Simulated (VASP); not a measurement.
Band structure of MnO2 (rutile). These are AM05 GGA, VASP's PBE PAW potentials (set 64) (plane waves; VASP) values and carry that method's errors.

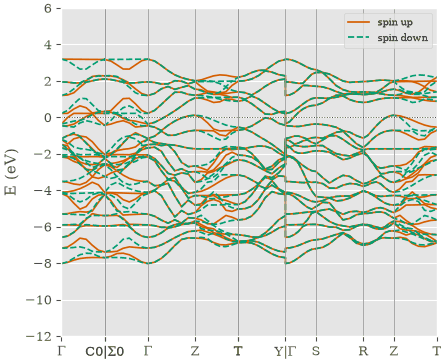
Figure: Bands along high-symmetry lines, zero at the valence-band maximum or, without a gap, the Fermi level

**Question.** Read the plot: is there a gap, and where are the band edges?

**Answer.** It has no gap at this level: it comes out as a metal or semimetal. (Edges off the drawn lines would not show.)

The compound is MnO2 in the rutile structure. It was relaxed first.
